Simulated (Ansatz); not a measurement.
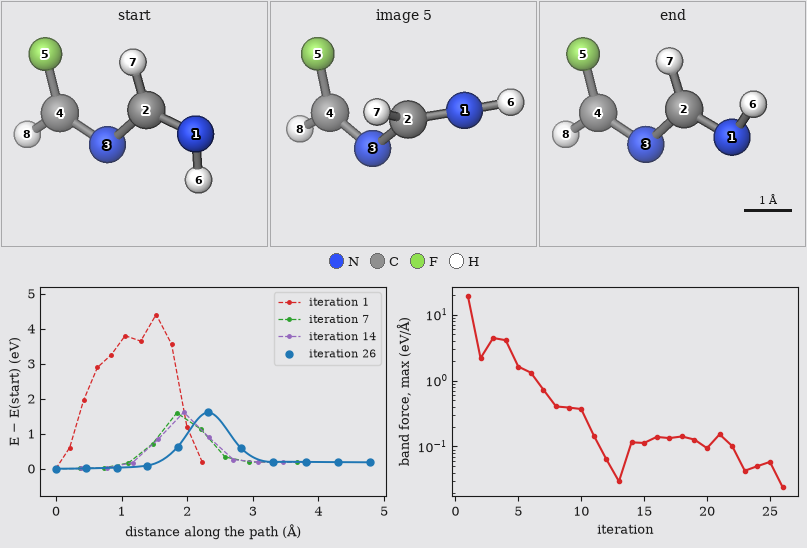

A nudged-elastic-band calculation for C₂H₃FN₂. Images are numbered from 0 (start) to 10 (end). The plot follows the band through its iterations. A ball-and-stick model, seen at a tilt.

The calculation used RKS CAM-B3LYP-D4/STO-3G in Ansatz 0.2.0. Run with 9 movable images; climbing image; force threshold 0.03 eV/Å; iteration limit 48; starting path through a guess of the saddle point.

Q: Judge this run.

A: The result is final at these settings. The band converged in 26 iterations. The largest component of the band force went from 19 to 0.024 eV/Å. The climbing image converged on the top of the path. Its vibrational analysis gives one imaginary mode (1082i cm⁻¹), as a transition state must have. The first iteration put the highest image at 4.40 eV. Forward barrier 1.61 eV, backward barrier 1.42 eV, with image 5 at the top; the reaction energy is +0.18 eV.

Limits of the set-up: STO-3G is a minimal basis, so the numbers are rough.
